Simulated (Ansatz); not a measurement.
**What a change does: single-point calculation on C2H6BrNSi**

System: C2H6BrNSi, SMILES N=C[SiH2]CBr.
Method of run 1: RKS PBE-D4/def2-TZVPP (Ansatz 0.2.0).

The geometry comes from this level: PBE0-D4/def2-TZVP. Text and figures count atoms from 1; the logs count them from 0 in places.

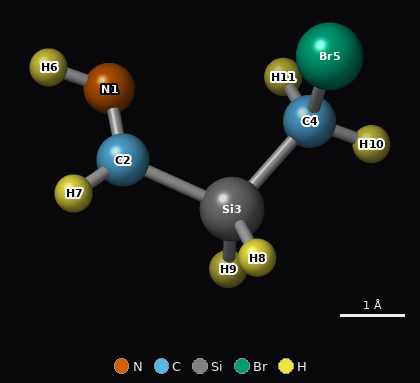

Fig. 1: The input geometry (ball-and-stick view, seen at a tilt; atoms are numbered from 1 in the order of the input). Bond lengths as drawn: Br–C 1.95 Å, C–H 1.09 to 1.10 Å, C–N 1.27 Å, C–Si 1.87 to 1.89 Å, H–N 1.02 Å and H–Si 1.48 to 1.49 Å.

### Input file, run 1
```yaml
crystal:
  periodic: [false, false, false]
  atoms:
    - {symbol: N, position_ang: [0.561568, 1.760695, 0.577040]}
    - {symbol: C, position_ang: [0.236924, 0.739097, 1.256081]}
    - {symbol: Si, position_ang: [-0.605714, -0.683697, 0.339822]}
    - {symbol: C, position_ang: [-0.111215, -0.588873, -1.464326]}
    - {symbol: Br, position_ang: [1.745922, -1.138000, -1.651648]}
    - {symbol: H, position_ang: [0.993706, 2.484511, 1.155031]}
    - {symbol: H, position_ang: [0.414137, 0.673742, 2.340116]}
    - {symbol: H, position_ang: [-0.222330, -1.989615, 0.932606]}
    - {symbol: H, position_ang: [-2.081337, -0.513496, 0.469537]}
    - {symbol: H, position_ang: [-0.699064, -1.239236, -2.109523]}
    - {symbol: H, position_ang: [-0.167298, 0.437671, -1.824138]}
basis:
  gaussian: {orbitals: def2-TZVPP}
hamiltonian: {xc: pbe, dispersion: d4}
output: {forces: true, orbitals: {seedname: orbitals}}
```

Launched with:
```bash
ansatz run in.yaml --threads 4 --pin off --events-out ev --progress --plain --max-ram 10444MiB
```

Hardware: 4 threads of Arm Neoverse V1, 23 GiB of memory available, shared host.

### Output (run 1)
```
Functional definition: PBE
  parameter kappa = 0.804
  parameter beta = 0.06672455060314922
  exchange = pbe_x(kappa = kappa, mu = beta*pi^2/3)
  correlation = pbe_c(beta = beta)
1533 factors; their error is unknown
mean field evaluation 1: about -81552.9767 eV, gradient 8.1e1 eV
mean field evaluation 2: about -81513.5608 eV, gradient 1.4e2 eV
mean field evaluation 4: about -81566.1156 eV, gradient 2.5e1 eV
mean field evaluation 8: about -81567.4688 eV, gradient 1.5e-1 eV
mean field evaluation 16: about -81567.4159 eV, gradient 8.7e-3 eV
mean field -81567.41586278 eV, -2997.5472445768 hartree, gradient 4.0e-5 eV, S^2 0.000000; 0 other end points of the search recorded, 0 dependent functions left out
the calculation of the forces begins
reference -81567.41590644 eV, -2997.5472461815 hartree; 37, 37 occupied and 230, 230 virtual orbitals, 1533 factors
Total energy: -81567.69342968 eV, -2997.5574449725 hartree
Atom 0 at     0.561568     1.760695     0.577040 Å, force     0.062278     0.410121    -0.645850 eV/Å
Atom 1 at     0.236924     0.739097     1.256081 Å, force    -0.168217    -0.468196     0.271550 eV/Å
Atom 2 at    -0.605714    -0.683697     0.339822 Å, force    -0.006137    -0.043751     0.022751 eV/Å
Atom 3 at    -0.111215    -0.588873    -1.464326 Å, force    -0.135695     0.004781     0.046722 eV/Å
Atom 4 at     1.745922    -1.138000    -1.651648 Å, force     0.346205    -0.097985    -0.038712 eV/Å
Atom 5 at     0.993706     2.484511     1.155031 Å, force     0.161400     0.277446     0.195920 eV/Å
Atom 6 at     0.414137     0.673742     2.340116 Å, force     0.026372    -0.053578     0.265476 eV/Å
Atom 7 at    -0.222330    -1.989615     0.932606 Å, force     0.031390    -0.142611     0.064609 eV/Å
Atom 8 at    -2.081337    -0.513496     0.469537 Å, force    -0.165368     0.019517     0.022074 eV/Å
Atom 9 at    -0.699064    -1.239236    -2.109523 Å, force    -0.128787    -0.118295    -0.131691 eV/Å
Atom 10 at    -0.167298     0.437671    -1.824138 Å, force    -0.023441     0.212550    -0.072849 eV/Å
Dipole moment:    -0.231861     0.100153     0.320748 e Å
```

For run 2 the input was changed thus:
```diff
-hamiltonian: {xc: pbe, dispersion: d4}
+hamiltonian: {xc: {name: wB97M-V}}
```

What does this change do to the results?

The total energies belong to different models, so their difference says nothing on which is more stable or more accurate. The largest force goes from 0.768 to 0.200 eV/Å. The HOMO goes from −6.09 to −9.81 eV. The LUMO goes from −2.21 to 1.06 eV. The dipole moment goes from 1.96 to 2.10 D. On the same kind of shared host run 2 took about 5.1 times as long.

### Output (run 2)
```
Functional definition: wB97M-V
  parameter omega = 0.3/bohr
  parameter cx = 0.15
  parameter cx01 = 1.007
  parameter cx10 = 0.259
  parameter css00 = 0.443
  parameter css04 = -1.437
  parameter css10 = -4.535
  parameter css20 = -3.390
  parameter css43 = 4.278
  parameter cos00 = 1.000
  parameter cos10 = 1.358
  parameter cos20 = 2.924
  parameter cos21 = -8.812
  parameter cos60 = -1.390
  parameter cos61 = 9.142
  parameter b = 6.0
  parameter c = 0.01
  gx(w, u) = 1 - cx + cx01*u + cx10*w
  gss(w, u) = css00 + css04*u^4 + css10*w + css20*w^2 + css43*w^4*u^3
  gos(w, u) = cos00 + cos10*w + (cos20 + cos21*u)*w^2 + (cos60 + cos61*u)*w^6
  exchange = spin_sum(e_x_unif_sr(omega)*gx(b97_w, b97_u_x)) + cx*exact_x_sr(omega) + exact_x_lr(omega)
  correlation = spin_sum(e_c_pw_mod_same_spin*gss(b97_w, b97_u_same))
      + integral(e_c_pw_mod_opposite_spin*gos(b97_w_opposite, b97_u_opposite)) + vv10(b, c)
1568 factors; their error is unknown
337 factors; integrals over basis functions are off by at most 2.5e-5 eV
mean field evaluation 1: about -81576.0632 eV, gradient 4.6e1 eV
mean field evaluation 2: about -81576.4046 eV, gradient 4.4e1 eV
mean field evaluation 4: about -81580.3987 eV, gradient 2.6e0 eV
mean field evaluation 8: about -81580.4206 eV, gradient 6.3e-2 eV
mean field evaluation 16: about -81580.6659 eV, gradient 2.1e-4 eV
mean field -81580.66594344 eV, -2998.0341760598 hartree, gradient 4.1e-5 eV, S^2 0.000000; 0 other end points of the search recorded, 0 dependent functions left out
the calculation of the forces begins
reference -81580.66599558 eV, -2998.0341779759 hartree; 37, 37 occupied and 230, 230 virtual orbitals, 1568 factors
Total energy: -81580.66599558 eV, -2998.0341779759 hartree
Atom 0 at     0.561568     1.760695     0.577040 Å, force     0.046308     0.106335    -0.025088 eV/Å
Atom 1 at     0.236924     0.739097     1.256081 Å, force    -0.018818    -0.148229     0.133633 eV/Å
Atom 2 at    -0.605714    -0.683697     0.339822 Å, force    -0.137579    -0.095249     0.043417 eV/Å
Atom 3 at    -0.111215    -0.588873    -1.464326 Å, force    -0.083767     0.046747    -0.045886 eV/Å
Atom 4 at     1.745922    -1.138000    -1.651648 Å, force     0.054090    -0.012411     0.010583 eV/Å
Atom 5 at     0.993706     2.484511     1.155031 Å, force    -0.030194    -0.057650    -0.019729 eV/Å
Atom 6 at     0.414137     0.673742     2.340116 Å, force     0.004365     0.055744    -0.101603 eV/Å
Atom 7 at    -0.222330    -1.989615     0.932606 Å, force    -0.031289     0.147460    -0.069296 eV/Å
Atom 8 at    -2.081337    -0.513496     0.469537 Å, force     0.170548    -0.020591    -0.017137 eV/Å
Atom 9 at    -0.699064    -1.239236    -2.109523 Å, force     0.039393     0.070459     0.060888 eV/Å
Atom 10 at    -0.167298     0.437671    -1.824138 Å, force    -0.013056    -0.092615     0.030220 eV/Å
Dipole moment:    -0.250396     0.091617     0.346958 e Å
```

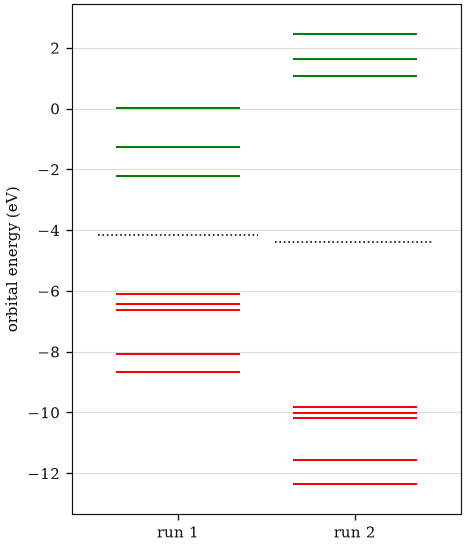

Fig. 2: The five highest filled and three lowest empty orbital energies of the two runs; the dotted lines part filled from empty levels. The HOMO–LUMO gap is 3.88 eV in run 1 and 10.86 eV in run 2.

### The two runs side by side

| quantity | run 1 | run 2 |
| --- | --- | --- |
| outcome | converged | converged |
| total energy (hartree) | −2997.557445 | −2998.034178 |
| HOMO (eV) | −6.09 | −9.81 |
| LUMO (eV) | −2.21 | 1.06 |
| dipole moment (D) | 1.96 | 2.10 |
| largest force (eV/Å) | 0.768 | 0.200 |
| basis functions | 267 | 267 |
| wall time (shared host) | 3.5 s | 18 s |
